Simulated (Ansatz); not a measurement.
# CH₈N₂SSi: one species, many methods, part 2 of 2

Ansatz 0.2.0, Gaussian basis; functionals in def2-TZVPP, the program's frozen cores in correlated methods.

## (7) ωB97M-V (range-separated)

The input, in.yaml:

```yaml
crystal:
  periodic: [false, false, false]
  atoms:
    - {symbol: C, position_ang: [-1.414807, 0.276653, 0.614474]}
    - {symbol: Si, position_ang: [0.243586, -0.012008, -0.189308]}
    - {symbol: N, position_ang: [1.342252, -0.329802, 1.085640]}
    - {symbol: N, position_ang: [0.423182, -1.318793, -1.272092]}
    - {symbol: S, position_ang: [0.647656, 1.665496, -1.488511]}
    - {symbol: H, position_ang: [-1.399098, 1.151907, 1.270269]}
    - {symbol: H, position_ang: [-1.699032, -0.591230, 1.215483]}
    - {symbol: H, position_ang: [-2.185307, 0.438499, -0.141933]}
    - {symbol: H, position_ang: [2.320389, -0.451974, 0.874571]}
    - {symbol: H, position_ang: [1.222561, 0.136013, 1.970667]}
    - {symbol: H, position_ang: [0.085110, -1.276138, -2.217799]}
    - {symbol: H, position_ang: [0.516141, -2.260835, -0.931292]}
    - {symbol: H, position_ang: [-0.082333, 2.537611, -0.775367]}
basis:
  gaussian: {orbitals: def2-TZVPP}
hamiltonian: {xc: {name: wB97M-V}}
output: {forces: true, orbitals: {seedname: orbitals}}
```

On the command line:

```console
> ansatz run in.yaml --threads 4 --pin off --events-out ev --progress --plain --max-ram 10444MiB
```

Standard output, cut to the lines that bear on the results:

```text
Functional definition: wB97M-V
  name "wB97M-V"
  cite "Mardirossian & Head-Gordon, J. Chem. Phys. 144, 214110 (2016) doi:10.1063/1.4952647"
  cite "Becke, J. Chem. Phys. 107, 8554 (1997) doi:10.1063/1.475007"
  cite "Vydrov & Van Voorhis, J. Chem. Phys. 133, 244103 (2010) doi:10.1063/1.3521275"
  # Of w^i u^j: cxij and so on, Table III.
[...]
  gx(w, u) = 1 - cx + cx01*u + cx10*w
  gss(w, u) = css00 + css04*u^4 + css10*w + css20*w^2 + css43*w^4*u^3
  gos(w, u) = cos00 + cos10*w + (cos20 + cos21*u)*w^2 + (cos60 + cos61*u)*w^6
[...]
      + integral(e_c_pw_mod_opposite_spin*gos(b97_w_opposite, b97_u_opposite)) + vv10(b, c)
1544 factors; their error is unknown
363 factors; integrals over basis functions are off by at most 1.0e-5 eV
[...]
Atom 3 at     0.423182    -1.318793    -1.272092 Å, force    -0.007920    -0.055645    -0.037964 eV/Å
Atom 4 at     0.647656     1.665496    -1.488511 Å, force    -0.042711     0.059713     0.046669 eV/Å
Atom 5 at    -1.399098     1.151907     1.270269 Å, force    -0.000050    -0.055254    -0.043812 eV/Å
Atom 6 at    -1.699032    -0.591230     1.215483 Å, force     0.016290     0.061211    -0.040739 eV/Å
Atom 7 at    -2.185307     0.438499    -0.141933 Å, force     0.047114    -0.008852     0.048927 eV/Å
Atom 8 at     2.320389    -0.451974     0.874571 Å, force    -0.015253     0.000936     0.020272 eV/Å
Atom 9 at     1.222561     0.136013     1.970667 Å, force     0.013955    -0.013482    -0.006365 eV/Å
Atom 10 at     0.085110    -1.276138    -2.217799 Å, force     0.009090    -0.016739     0.009975 eV/Å
Atom 11 at     0.516141    -2.260835    -0.931292 Å, force    -0.004844     0.009262    -0.022692 eV/Å
Atom 12 at    -0.082333     2.537611    -0.775367 Å, force     0.042961    -0.054442    -0.040101 eV/Å
Dipole moment:    -0.113424    -0.192547     0.287591 e Å
```

Wall time 12 s (4 threads of Arm Neoverse V2, shared host); peak memory 1.2 GiB.

Atomisation energy: 1117.2 kcal/mol (free atoms -22814.780 eV, run apart). HOMO -9.12 eV, LUMO 2.03 eV.

## (8) B2PLYP (double hybrid)

in.yaml: that of step 7 with these lines changed.

```diff
@@ -18,3 +18,2 @@
   gaussian: {orbitals: def2-TZVPP}
-hamiltonian: {xc: {name: wB97M-V}}
-output: {forces: true, orbitals: {seedname: orbitals}}
+hamiltonian: {xc: {name: B2PLYP}}
```

The command is unchanged.

Standard output, cut to the lines that bear on the results:

```text
Functional definition: B2PLYP
  name "B2PLYP"
  cite "Grimme, J. Chem. Phys. 124, 034108 (2006) doi:10.1063/1.2148954"
  cite "Becke, Phys. Rev. A 38, 3098 (1988) doi:10.1103/PhysRevA.38.3098"
  cite "Lee, Yang & Parr, Phys. Rev. B 37, 785 (1988) doi:10.1103/PhysRevB.37.785"
[...]
1654 factors; integrals over basis functions are off by at most 1.3e-3 eV
[...]
mean field -22847.97339255 eV, -839.6475352636 hartree, gradient 4.8e-6 eV, S^2 0.000000; 0 other end points of the search recorded, 0 dependent functions left out
13 core orbitals not correlated: weight in the atoms' cores, before any rotation towards them, 1.000 or more for the frozen orbitals, at most 0.000 for the correlated occupied ones
reference -22847.97357566 eV, -839.6475419929 hartree; 16, 16 occupied and 260, 260 virtual orbitals, 1654 factors
second order -29.98477040 eV of doubles, -0.00000000 eV of singles
Total energy: -22856.06946367 eV, -839.9450603896 hartree
```

Run time: 5.5 s. Hardware: 4 threads of Arm Neoverse V2, shared host; peak memory 0.83 GiB.

Atomisation energy: 1096.1 kcal/mol (free atoms -22808.537 eV, run apart).

## (9) Frontier levels by functional

Dipoles come from the runs that computed forces. Levels are read from the orbital files that the runs wrote:

```
functional  HOMO (eV)  LUMO (eV)  gap (eV)  dipole (D)
    PBE-D4      -5.60      -0.28      5.33        1.76
 r2SCAN-D4      -5.89       0.23      6.12        1.82
   PBE0-D4      -6.89       0.57      7.45            
  B3LYP-D4      -6.64       0.24      6.88        1.75
   ωB97X-V      -9.28       2.44     11.72            
   ωB97M-V      -9.12       2.03     11.15        1.75
```

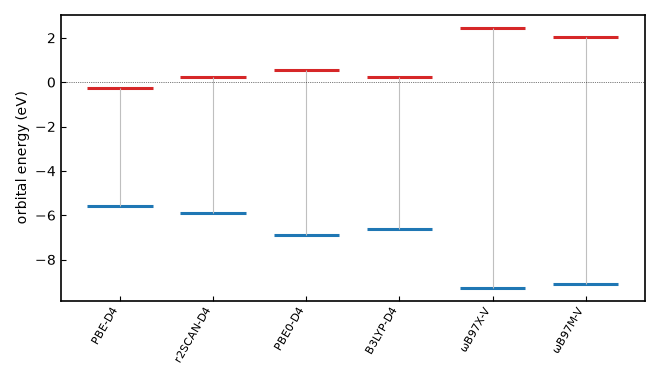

Highest occupied (blue) and lowest empty (red) level by functional.

## (10) CCSD(T) in def2-TZVPP

in.yaml: that of step 8 with these lines changed.

```diff
@@ -18,2 +18,2 @@
   gaussian: {orbitals: def2-TZVPP}
-hamiltonian: {xc: {name: B2PLYP}}
+correlation: {method: ccsd_t}
```

Launched as before.

Standard output, cut to the lines that bear on the results:

```text
Functional definition: HF
  name "HF"
  cite "Fock, Z. Phys. 61, 126 (1930) doi:10.1007/BF01340294"
  parent pbe
[...]
1654 factors; integrals over basis functions are off by at most 1.3e-3 eV
[...]
mean field -22805.86862266 eV, -838.1002135097 hartree, gradient 2.2e-6 eV, S^2 0.000000; 0 other end points of the search recorded, 0 dependent functions left out
13 core orbitals not correlated: weight in the atoms' cores, before any rotation towards them, 1.000 or more for the frozen orbitals, at most 0.000 for the correlated occupied ones
reference -22805.86862266 eV, -838.1002135097 hartree; 16, 16 occupied and 260, 260 virtual orbitals, 1654 factors
second order -24.75718819 eV of doubles, -0.00000000 eV of singles
cycle   1  -25.53210875 eV  change   -7.7e-1 eV  update   9.5e-2
[...]
cycle   8  -26.17198143 eV  change   -9.4e-7 eV  update   4.0e-5
perturbative correction -1.05632320 eV, -0.0388191614 hartree
Total energy: -22833.09692728 eV, -839.1008352486 hartree
```

Run time: 3.3 min. Hardware: 4 threads of Arm Neoverse V2, shared host; peak memory 8.7 GiB.

## (11) MP2 in def2-QZVPP

in.yaml: that of step 10 with these lines changed.

```diff
@@ -17,3 +17,3 @@
 basis:
-  gaussian: {orbitals: def2-TZVPP}
-correlation: {method: ccsd_t}
+  gaussian: {orbitals: "def2-QZVPP.json"}
+correlation: {method: mp2}
```

Same command.

Standard output:

```text
Functional definition: HF
  name "HF"
  cite "Fock, Z. Phys. 61, 126 (1930) doi:10.1007/BF01340294"
  parent pbe
  exchange = exact_x
  correlation = 0
3247 factors; integrals over basis functions are off by at most 1.1e-3 eV
mean field evaluation 1: about -22800.5282 eV, gradient 5.3e1 eV
mean field evaluation 2: about -22800.6659 eV, gradient 5.3e1 eV
mean field evaluation 4: about -22806.5614 eV, gradient 4.2e0 eV
mean field evaluation 8: about -22806.6384 eV, gradient 2.9e-1 eV
mean field -22806.63894652 eV, -838.1285223894 hartree, gradient 5.3e-6 eV, S^2 0.000000; 0 other end points of the search recorded, 0 dependent functions left out
13 core orbitals not correlated: weight in the atoms' cores, before any rotation towards them, 1.000 or more for the frozen orbitals, at most 0.000 for the correlated occupied ones
reference -22806.63894652 eV, -838.1285223894 hartree; 16, 16 occupied and 522, 522 virtual orbitals, 3247 factors
second order -26.61545342 eV of doubles, -0.00000000 eV of singles
Total energy: -22833.25439994 eV, -839.1066222619 hartree
```

Run time: 23 s. Hardware: 4 threads of Arm Neoverse V2, shared host; peak memory 4.1 GiB.

The pieces so far (eV):

```
     basis           HF  MP2 correlation  CCSD correlation      (T)              total
def2-TZVPP  -22805.8686         -24.7572          -26.1720  -1.0563        -22833.0969
def2-QZVPP  -22806.6389         -26.6155                             -22833.2544 (MP2)
```

The report of the def2-TZVPP run gives T1 = 0.0100.

## (12) Extrapolating to the complete basis

No new run: Hartree-Fock is extrapolated as exp(−7.88√X) and correlation as X^−2.97, with X = 3 and 4; only MP2 was run in the larger set, so CCSD(T) minus MP2 is added from the smaller one.

```
  level  energy at the limit (eV)
     HF               -22806.7450
    MP2               -22834.7370
   CCSD               -22836.1518
CCSD(T)               -22837.2081
```

## (13) The ladder

Atomisation energy = energies of 1 C, 1 Si, 2 N, 1 S, 8 H (separate runs, same level) minus the molecule's; electronic only, no spin-orbit term.

Differences are taken before rounding.

```
            method             rung  atomisation energy (kcal/mol)  from CCSD(T)/CBS (kcal/mol)     time
            PBE-D4              GGA                         1125.2                        +13.7    3.1 s
         r2SCAN-D4         meta-GGA                         1107.4                         -4.1    4.8 s
           PBE0-D4           hybrid                         1108.0                         -3.5    3.2 s
          B3LYP-D4           hybrid                         1112.1                         +0.6      5 s
           ωB97X-V  range-separated                         1116.3                         +4.8      8 s
           ωB97M-V  range-separated                         1117.2                         +5.8     12 s
            B2PLYP    double hybrid                         1096.1                        -15.4    5.5 s
     HF/def2-TZVPP     wavefunction                          785.0                       -326.5         
    MP2/def2-TZVPP     wavefunction                         1087.0                        -24.4         
   CCSD/def2-TZVPP     wavefunction                         1060.5                        -51.0         
CCSD(T)/def2-TZVPP     wavefunction                         1076.2                        -35.3  3.3 min
           MP2/CBS     wavefunction                         1122.4                        +10.9         
       CCSD(T)/CBS     wavefunction                         1111.5                            0  3.7 min
```

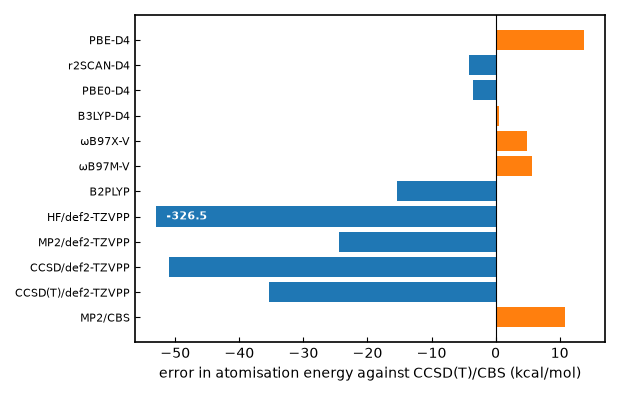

How far each level lands from CCSD(T)/CBS. Bars with a number in them are cut short.

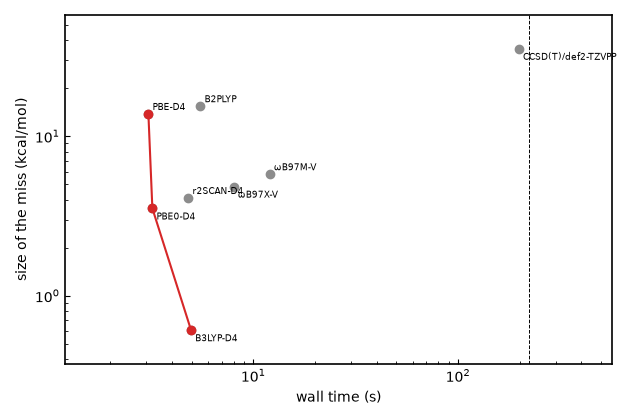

Miss against cost. Red marks the levels that no quicker level drawn beats (of those quicker than the yardstick), and the dashed line is the time of CCSD(T)/CBS. Times are from a shared host.

B2PLYP carry no dispersion term (for B3LYP, D4 adds 12.1 kcal/mol).

Times are those of the molecule's run; HF, MP2 and CCSD come out of the CCSD(T) runs, and the limit's time is the sum of the runs that it needs.

## (14) Outcome

This closing draws on all 2 parts.

```
                               quantity                                  value
        atomisation energy, CCSD(T)/CBS                        1111.5 kcal/mol
functionals within 5.6 kcal/mol (0.5 %)  r2SCAN-D4, PBE0-D4, B3LYP-D4, ωB97X-V
                               farthest                B2PLYP (-15.4 kcal/mol)
             mean size of error, hybrid                           2.1 kcal/mol
    mean size of error, range-separated                           5.3 kcal/mol
              gap, smallest and largest   5.33 eV (PBE-D4), 11.72 eV (ωB97X-V)
                          T1 diagnostic                                 0.0100
triples share of the correlation energy                                  3.9 %
```

What this shows: PBE-D4 misses by +13.7 kcal/mol. Double hybrids carry the basis error of their MP2 part in triple zeta, and no dispersion term here, so their miss is partly the set-up's. Misses under about 5.6 kcal/mol are within the doubt on the reference itself, which lacks core-valence correlation, relativity and higher excitations. Hartree-Fock recovers 71 % of the binding; the rest is correlation. Orbital gaps span 5.3 to 11.7 eV; exact exchange widens them.

For cost: B3LYP-D4 gets within 0.6 kcal/mol in 5 s, where CCSD(T)/CBS took 3.7 min; the quickest level in the cost chart, PBE-D4, takes 3.1 s and misses by 13.7 kcal/mol.
